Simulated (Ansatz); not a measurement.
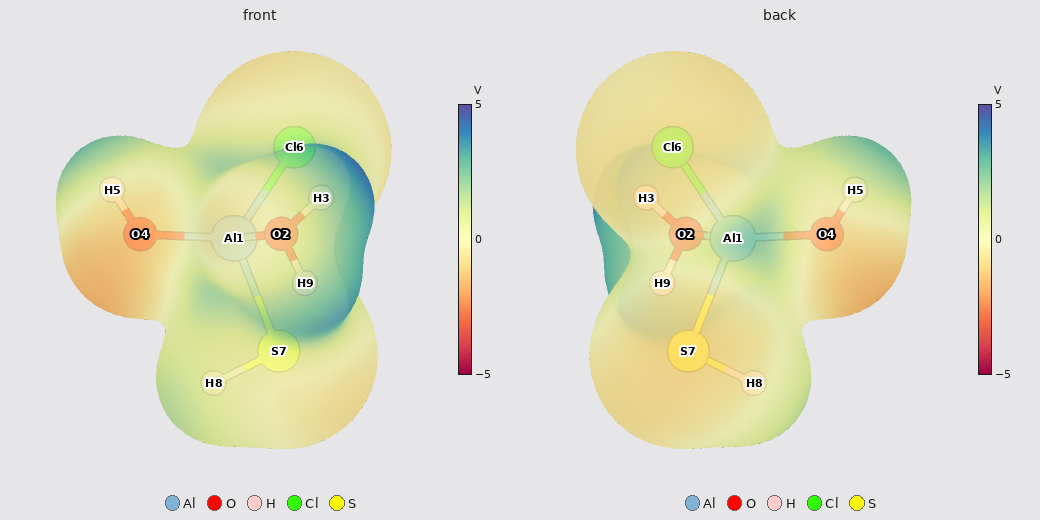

Figure 1: AlClH$_{4}$O$_{2}$S. The molecular electrostatic potential painted on the density surface at 0.004 e/bohr³, seen from the front and from behind; the colour scale runs from red (negative) to blue (positive).

The calculation used Ansatz 0.2.0, RKS PBE/def2-SVP.

```
atom    x (Å)    y (Å)    z (Å)
  Al   0.0562   0.5368   0.1655
   O  -0.2024  -0.1641   2.0285
   H  -1.1060  -0.5446   2.0801
   O   1.5798  -0.0126  -0.4112
   H   1.6728  -0.7633  -1.0173
  Cl  -1.7842  -0.2589  -0.6087
   S   0.0229   2.6692   0.8543
   H   1.3843   2.7420   0.8249
   H  -0.2395   0.7158   2.4851
```

Q: Describe the electrostatic potential map.

A: The most negative region (about −1.7 V) lies over O4, the most positive (about +4.2 V) over H3. O4 is the likeliest acceptor of a hydrogen bond.
